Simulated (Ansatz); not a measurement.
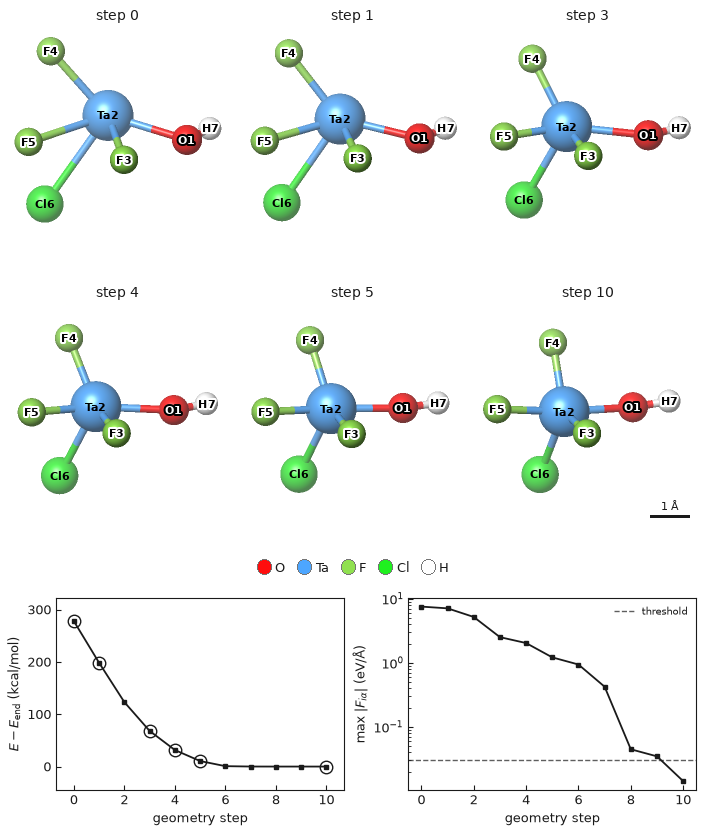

Frames of a relaxation of TaHOClF$_{3}$ (coarse preliminary run), marked on the history of the run. The picture is a ball-and-stick view, seen face on.

The start comes from a force field.

Theory: Ansatz 0.2.0, RKS PBE-D4/def2-SVP. Settings: force threshold 0.03 eV/Å; at most 200 steps.

**What happens along the run?**

The largest move after the best rigid fit is that of F4, 0.94 Å. By element the largest moves are F 0.94 Å, Ta 0.89 Å, O 0.88 Å, Cl 0.79 Å, H 0.31 Å. Some distances before and after: Ta2–Cl6 2.868 → 2.307 Å, Ta2–F5 2.452 → 1.902 Å, Ta2–F3 2.376 → 1.882 Å, Ta2–F4 2.262 → 1.881 Å. Bond angles that change, for instance: Ta2–O1–H7 106.5° → 170.5°, O1–Ta2–F4 140.6° → 90.2°, O1–Ta2–F5 124.6° → 172.2°. After 10 geometry steps the energy has fallen by 277.9 kcal/mol. The largest force component goes from 7.5 to 0.014 eV/Å. The run took 20 s on 4 threads of AMD EPYC 7B13, with other jobs on the host. From step 0 to 1: Ta2 moves most (0.19 Å), energy −79.6 kcal/mol. From step 1 to 3: Ta2 moves most (0.39 Å), energy −130.1 kcal/mol. From step 3 to 4: F4 moves most (0.20 Å), energy −36.5 kcal/mol. From step 4 to 5: O1 moves most (0.19 Å), energy −21.1 kcal/mol. From step 5 to 10: O and F atoms move most (0.22 Å), energy −10.5 kcal/mol.
